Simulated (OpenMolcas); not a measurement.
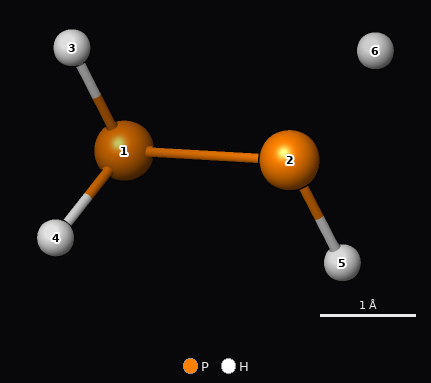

Figure 1. The structure as given in the input (ball-and-stick view, seen on its broad side; atoms are numbered from 1 in the order of the input). Bond lengths as drawn: H–P 1.40 Å and P–P 2.15 Å.

**Single-point calculation, with input and output: P₂H₄ (part 1 of 2)**

P₂H₄, computed with MRCI/STO-3G (OpenMolcas 26.06).

A bond length was changed on purpose from its optimised value.

### The program's output
```
--- Start Module: gateway ---

                                              &GATEWAY

                       available to each process: 1.9 GB of memory, 1 thread

 Basis Set     1 Label: P.STO-3G
 Basis set is read from library:.
 basistype.tbl is not found

 Basis Set     2 Label: H.STO-3G
 Basis set is read from library:.
 basistype.tbl is not found

++    Symmetry information:
      ---------------------

                    Character Table for C1

                             E
                    a        1  x, y, xy, Rz, z, xz, Ry, yz, Rx, I
--

++    Basis set information:
      ----------------------

      Basis set label: P.STO-3G.........

      Electronic valence basis set:
      ------------------
      Associated Effective Charge  15.000000 au
      Associated Actual Charge     15.000000 au
      Nuclear Model: Point charge

      Shell  nPrim  nBasis  Cartesian Spherical Contaminant
         s       9       3        X
         p       6       2        X

      Basis set label: H.STO-3G.........

      Electronic valence basis set:
      ------------------
      Associated Effective Charge   1.000000 au
      Associated Actual Charge      1.000000 au
      Nuclear Model: Point charge

      Shell  nPrim  nBasis  Cartesian Spherical Contaminant
         s       3       1        X
--

++    Molecular structure info:
      -------------------------

                    ************************************************
                    **** Cartesian Coordinates / bohr, angstrom ****
                    ************************************************

     Center  Label                x              y              z                     x              y              z
        1      P1              -0.608968      -0.980772      -1.853421             -0.322252      -0.519002      -0.980788
        2      P2               0.461921      -0.323260       2.017173              0.244438      -0.171062       1.067442
        3      H3              -3.169396      -0.528787      -1.401606             -1.677172      -0.279822      -0.741698
        4      H4              -0.908716      -3.578521      -1.514347             -0.480872      -1.893672      -0.801358
        5      H5               3.023785      -0.767705       1.576338              1.600118      -0.406252       0.834162
        6      H6               0.831631       2.927753       1.596535              0.440080       1.549300       0.844850

                    ***************************************
                    *    InterNuclear Distances / bohr    *
                    ***************************************

               1 P1            2 P2            3 H3            4 H4            5 H5            6 H6
    1 P1       0.000000
    2 P2       4.069474        0.000000
    3 H3       2.638980        4.991668        0.000000
    4 H4       2.636878        4.994698        3.797929        0.000000
    5 H5       5.000553        2.637236        6.876097        5.737385        0.000000
    6 H6       5.408704        3.298895        6.078218        7.418760        4.296784        0.000000

                    *******************************************
                    *    InterNuclear Distances / angstrom    *
                    *******************************************

               1 P1            2 P2            3 H3            4 H4            5 H5            6 H6
    1 P1       0.000000
    2 P2       2.153473        0.000000
    3 H3       1.396488        2.641477        0.000000
    4 H4       1.395376        2.643080        2.009777        0.000000
    5 H5       2.646179        1.395565        3.638674        3.036093        0.000000
    6 H6       2.862163        1.745700        3.216454        3.925839        2.273760        0.000000

                    **************************************
                    *    Valence Bond Angles / degree    *
                    **************************************
                          Atom centers                 Phi
                      3 H3       1 P1       4 H4        92.09
--

            Nuclear Potential Energy             89.79325187 au

--- Stop Module: gateway /rc=_RC_ALL_IS_WELL_ ---

--- Start Module: seward ---

                                              &SEWARD

                       available to each process: 1.9 GB of memory, 1 thread

               SEWARD will generate:
                  Multipole Moment integrals up to order  2
                  Kinetic Energy integrals
                  Nuclear Attraction integrals (point charge)
                  One-Electron Hamiltonian integrals
                  Velocity integrals
                  Orbital angular momentum around ( -0.0724  -0.6419   0.0808 )
                  Velocity quadrupole around ( -0.0724  -0.6419   0.0808 )
                  Two-Electron Repulsion integrals

                   Integrals are discarded if absolute value <: 1.00E-14
                   Integral cutoff threshold is set to       <: 1.00E-16

            Nuclear Potential Energy             89.79325187 au

      Basis set specifications :
      Symmetry species         a
      Basis functions           22

--- Stop Module: seward /rc=_RC_ALL_IS_WELL_ ---

--- Start Module: rasscf ---

                                              &RASSCF

                       available to each process: 1.9 GB of memory, 1 thread

      Header of the ONEINT file:
      --------------------------

      OrdInt status: non-squared

      Cartesian coordinates in angstrom:
      -----------------------------------------------------
      No.  Label        X            Y            Z
      -----------------------------------------------------
       1   P1        -0.32225200  -0.51900200  -0.98078800
       2   P2         0.24443800  -0.17106200   1.06744200
       3   H3        -1.67717200  -0.27982200  -0.74169800
       4   H4        -0.48087200  -1.89367200  -0.80135800
       5   H5         1.60011800  -0.40625200   0.83416200
       6   H6         0.44008000   1.54930000   0.84485000
      -----------------------------------------------------
      Nuclear repulsion energy =   89.79325187

++    Wave function specifications:
      -----------------------------

      Number of closed shell electrons          32
      Number of electrons in active shells       2
      Max number of holes in RAS1 space          0
      Max nr of electrons in RAS3 space          0
      Number of inactive orbitals               16
      Number of active orbitals                  2
      Number of secondary orbitals               4
      Spin quantum number                      0.0
      State symmetry                             1
--

++    Orbital specifications:
      -----------------------

      Symmetry species                           1
                                                 a
      Frozen orbitals                            0
      Inactive orbitals                         16
      Active orbitals                            2
      RAS1 orbitals                              0
      RAS2 orbitals                              2
      RAS3 orbitals                              0
      Secondary orbitals                         4
      Deleted orbitals                           0
      Number of basis functions                 22
--

++    CI expansion specifications:
      ----------------------------

      Number of CSFs                             3
      Number of spin combinations                3
      Number of determinants                     4
      Number of root(s) required                 1
      Root chosen for geometry opt.              1
      CI root used                               1

      highest root included in the CI            1
      max. size of the explicit Hamiltonian      3
--

++    Optimization specifications:
      ----------------------------

      RASSCF algorithm: Conventional
      Maximum number of macro iterations       200
      Maximum number of SX iterations          100
      Threshold for RASSCF energy            1.000E-08
      Threshold for max MO rotation          1.000E-01
      Threshold for max BLB element          1.000E-04
      Level shift parameter                  5.000E-01
      Make Quasi-Newton update
--

      The MO-coefficients are taken from the file:
      step2.RasOrb
      Title: RASSCF average (pseudo-natural) orbitals

      Total molecular charge    0.00

      ************************************************************************************************************************
      *                                            Wave function control section                                             *
      ************************************************************************************************************************

                                         RASSCF iterations: Energy and convergence statistics
                                         ----------------------------------------------------

          iter iter root      energy       change     param      element    value   shift minimum  type update hh:mm:ss
 Nr of preliminary CI iterations:   1
        1   1    3    1  -676.12250244    0.00E+00   1.06E-05   16  18 1  3.42E-06   0.00   0.00    SX    NO    0:00:00
        2   1    3    1  -676.12250244   -7.53E-11   4.44E-06   16  18 1  1.25E-06   0.00   0.00    SX    NO    0:00:00
        3   1    2    1  -676.12250244   -1.36E-11   2.44E-06   16  18 1  5.83E-07   0.00   0.00    SX    NO    0:00:00
        4   1    2    1  -676.12250244   -2.84E-12   1.44E-06   16  18 1  2.96E-07   0.00   0.00    SX    NO    0:00:00
      Convergence after  4 iterations
        5   1    2    1  -676.12250244   -5.68E-13   1.44E-06   16  18 1  1.62E-07   0.00   0.00    SX    NO    0:00:00

      ************************************************************************************************************************
                                                      Wave function printout:
                       occupation of active orbitals, and spin coupling of open shells (u,d: Spin up or down)
      ************************************************************************************************************************

      Note: transformation to natural orbitals
      has been made, which may change the order of the CSFs.

      printout of CI-coefficients larger than  0.05 for root  1
      energy=    -676.122502
      conf/sym  11     Coeff  Weight
             1  20   0.97897 0.95839
             3  02  -0.20398 0.04161

      Natural orbitals and occupation numbers for root  1
      sym 1:   1.916783   0.083217

      ************************************************************************************************************************
      *                                                    Final results                                                     *
      ************************************************************************************************************************

++    Final optimization conditions:
      ------------------------------

      Average CI energy                            -676.12250244
      RASSCF energy for state  1                   -676.12250244
      Super-CI energy                                -0.00000000
      RASSCF energy change                           -0.00000000
      Max change in MO coefficients               1.288E-06
      Max non-diagonal density matrix element     1.435E-06
      Maximum BLB matrix element                  1.617E-07
      (orbital pair  16,  18 in symmetry   1)
      Norm of electronic gradient            2.940E-07
--

      Final state energy(ies):
      ------------------------

::    RASSCF root number  1 Total energy:   -676.12250244
      Von Neumann Entropy (Root   1) =  0.24962

      Mulliken population analysis for root number:  1
      -----------------------------------------------

++    Molecular charges:
      ------------------

      Mulliken charges per centre
      ---------------------------

                P1      P2      H3      H4      H5      H6
      Total   14.7674 14.7765  1.1172  1.1184  1.1204  1.1001

      N-E      0.2326  0.2235 -0.1172 -0.1184 -0.1204 -0.1001

      Total electronic charge=   34.000000

      Total            charge=   -0.000000
--

      Expectation values of various properties for root number:  1
      -----------------------------------------------------------

++    Molecular properties:
      ---------------------

      Charge (e):
                      =   -0.0000
      Dipole Moment (debye):
      Origin of the operator (angstrom)=   -0.0383   -0.3397    0.0428
                   X=  8.6352E-03               Y= -3.1609E-01               Z=  1.3111E-02           Total=  3.1648E-01
      Quadrupole Moment (debye*angstrom):
      Origin of the operator (angstrom)=   -0.0383   -0.3397    0.0428
                  XX= -2.5318E+01              XY= -2.1872E-01              XZ=  7.3422E-01              YY= -2.5383E+01
                  YZ=  2.3620E-01              ZZ= -2.8443E+01
      In traceless form (debye*angstrom)
                  XX=  1.5953E+00              XY= -3.2808E-01              XZ=  1.1013E+00              YY=  1.4974E+00
                  YZ=  3.5431E-01              ZZ= -3.0926E+00
--

      Average orbitals are written to the RASORB file
      Natural orbitals for root   1 are written to the RASORB.1 file
      Spin density orbitals for root   1 are written to the SPDORB.1 file

--- Stop Module: rasscf /rc=_RC_ALL_IS_WELL_ ---

--- Start Module: motra ---

                                               &MOTRA

                       available to each process: 1.9 GB of memory, 1 thread

      *** WARNING: Default frozen orbitals is overwritten by user input.
      *** Default values:  10

      Header of the integral files:

      Header of MO coefficients source file:
      * RASSCF average (pseudo-natural) orbitals

      Cartesian coordinates in angstrom:
      -----------------------------------------------------
      No.  Label        X            Y            Z
      -----------------------------------------------------
       1   P1        -0.32225200  -0.51900200  -0.98078800
       2   P2         0.24443800  -0.17106200   1.06744200
       3   H3        -1.67717200  -0.27982200  -0.74169800
       4   H4        -0.48087200  -1.89367200  -0.80135800
       5   H5         1.60011800  -0.40625200   0.83416200
       6   H6         0.44008000   1.54930000   0.84485000
      -----------------------------------------------------
      Nuclear repulsion energy =   89.79325187

      Orbital specifications:
      -----------------------

      Symmetry species:              1
      Number of basis functions:    22
      Frozen orbitals:              10
      Deleted orbitals:              0
      Number of orbitals used:      12

       SYMMETRY  BASIS FUNCTIONS       ORBITALS      INTEGRALS   CPU(SEC)  I/O(SEC)
        1 1 1 1   22  22  22  22    12  12  12  12        3081       0.00      0.00

       TOTAL CPU TIME(SEC)    0.00TOTAL I/O TIME(SEC)    0.00

--- Stop Module: motra /rc=_RC_ALL_IS_WELL_ ---

--- Start Module: guga ---

                                               &GUGA

                       available to each process: 1.9 GB of memory, 1 thread

      ************************************************************************************************************************
      *                                                        Title:                                                        *
      *                                                 (No title was given)                                                 *
      ************************************************************************************************************************

      ALL SINGLE AND DOUBLE REPLACEMENTS

      NUMBER OF ELECTRONS IN CI        14
      TOTAL SPIN QUANTUM NUMBER      0.00

              ORBITALS PER SYMMETRY
                  1
      INACTIVE    6
      ACTIVE      2
      VALENCE     0
      CORE        0
      ONEOCC      0
  Number of vertices                   85                   69

      INTERNAL CONFIGURATIONS (FORMAL)

      NUMBER OF VALENCE STATES              36
      NUMBER OF DOUBLET COUPLED SINGLES     98
      NUMBER OF TRIPLET COUPLED DOUBLES     57
      NUMBER OF SINGLET COUPLED DOUBLES     76

      OCCUPATION OF REFERENCE STATES

      REF.STATE  ORB: 1   2
          1           0   2
          2           1   1
          3           2   0
      WAVE-FUNCTION SYMMETRY LABEL:  1

      INTERNAL CONFIGURATIONS (REAL)

      NUMBER OF VALENCE STATES              36
      NUMBER OF DOUBLET COUPLED SINGLES     98
      NUMBER OF TRIPLET COUPLED DOUBLES     57
      NUMBER OF SINGLET COUPLED DOUBLES     76

      COEFFICIENTS FOR DIAG     2637
      TIME FOR DIAG                0

      COEFFICIENTS FOR ABCI      576
      MAXIMUM NUMBER OF ELEMENTS   169
      TIME FOR ABCI                0

      COEFFICIENTS FOR IJKL    34666
      TIME FOR IJKL                0
```
